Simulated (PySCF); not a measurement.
SMILES CC(C)(C)CCC=O at its GFN2-xTB optimised geometry (Å):

```
22

C      1.3876     0.3894     0.0000
C     -0.1431     0.3894     0.0000
C     -0.6558    -0.3071     1.2629
C     -0.6377     1.8396     0.0000
C     -0.6929    -0.2914    -1.2649
C     -0.3017    -1.7547    -1.4497
C     -0.8886    -2.3457    -2.6964
O     -1.5900    -1.7786    -3.4849
H      1.7833    -0.6179     0.1047
H      1.7612     0.9819     0.8322
H      1.7708     0.8192    -0.9229
H     -1.7412    -0.3771     1.2480
H     -0.2444    -1.3091     1.3573
H     -0.3632     0.2571     2.1458
H     -0.2842     2.3650    -0.8842
H     -1.7248     1.8736     0.0053
H     -0.2750     2.3677     0.8791
H     -1.7833    -0.2309    -1.2528
H     -0.3524     0.2641    -2.1414
H      0.7828    -1.8729    -1.5153
H     -0.6417    -2.3677    -0.6112
H     -0.6103    -3.4106    -2.8452
```

Computed with PBE0/def2-SVP in PySCF. Cells within 0.4 Å of a nucleus heavier than hydrogen are left out (blank, or x).

Map of the Laplacian of the electron density (e/bohr⁵), clipped to [-1.50, 1.50] on the plane z = 0.0 Å:

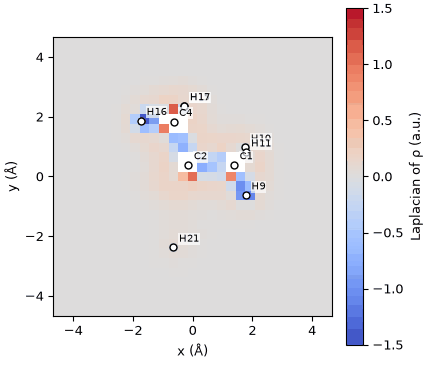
*Laplacian of the electron density (e/bohr⁵), clipped to [-1.50, 1.50] on the plane z = 0.0 Å.*
